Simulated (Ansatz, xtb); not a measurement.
Pulling on the B1–H2 bond in BH3Se (SMILES B[SeH]) (multiplicity 1 held, fragments rigid). Energies count from the point at 1.186 Å.
Geometry at that point (charge 0, multiplicity 1):
```xyz
5

B      0.450    -0.040    -1.503
H     -0.289    -0.560    -2.270
H      1.487     0.437    -1.819
Se    -0.132    -0.011     0.315
H      1.030     0.692     0.887
```

R- and RO- levels are restricted; in cc, def2 and unpolarised 6-31G sets they are followed outwards from rest. U- levels take the lowest unrestricted solution at each point, which mixes spins at long bonds. Active spaces are followed from a long bond inwards. Curves can end on different states.

Frozen-core correlation. Filled d and f shells under p-block atoms count as core.

Codes used: Ansatz (Gaussian basis) for Hartree–Fock, density functionals and correlated methods; xtb for the GFN methods. Each number belongs to the level named beside it. The GFN methods have no spin term and hold the electronic entropy of 300 K.

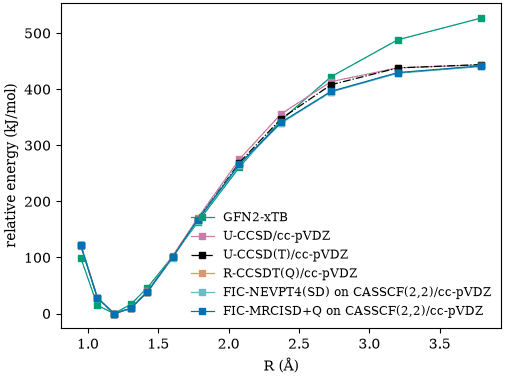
Fig. 1. Relative energy along the coordinate

Doubts at one or more of the structures used: a spin-contaminated determinant (U-CCSD/cc-pVDZ, U-CCSD(T)/cc-pVDZ); T1 above 0.05 (U-CCSD/cc-pVDZ, U-CCSD(T)/cc-pVDZ, R-CCSDT(Q)/cc-pVDZ); a restricted determinant that unrestricted orbitals would lower (R-CCSDT(Q)/cc-pVDZ); other coupled-cluster roots lie near (R-CCSDT(Q)/cc-pVDZ).

Ansatz is a first-principles code.
